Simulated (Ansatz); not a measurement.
# N2O: the cost of one run

Computed with Ansatz 0.2.0 (CCSD(T) on Hartree-Fock, Gaussian basis cc-pVTZ, unless a step's input says otherwise).

**1. The structure to begin with**

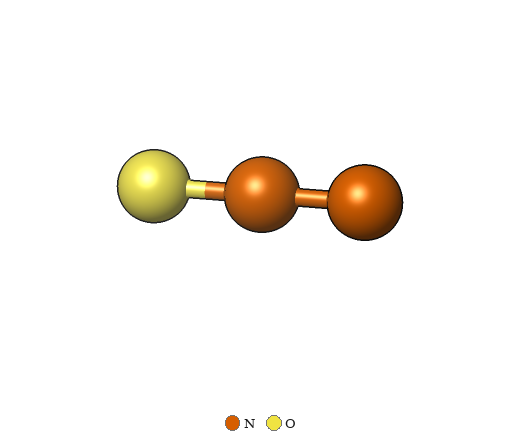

Start, viewed from a chosen angle; nitrogen orange, oxygen yellow.

Structure file:

```xyz
3

N     0.0000    0.0000   -1.1280
N     0.0000    0.0000    0.0000
O     0.0000    0.0000    1.1860
```

**2. Relaxing the atoms: N2O**

The input, input.yaml:

```yaml
relax:
  f_tol: 0.001
  max_steps: 200
crystal:
  periodic: [false, false, false]
  atoms:
    - { symbol: "N", position_ang: [0.0, 0.0, -1.128] }
    - { symbol: "N", position_ang: [0.0, 0.0, 0.0] }
    - { symbol: O, position_ang: [0.0, 0.0, 1.186] }
basis:
  gaussian: { orbitals: cc-pVTZ }
hamiltonian:
  xc: hf
correlation:
  method: ccsd_t
scf:
  lower_state_search: "off"
```

Run with:

```bash
ansatz run input.yaml --threads 4 --pin off --max-ram 14336MiB --backend cpu --events-out ev --progress --plain --runs-dir out
```

**Question.** How long does this run take on 4 threads of AMD EPYC 7R43 (Zen 3), shared host, and how much memory does it need?

About 33 s, with a peak of 0.47 GiB.
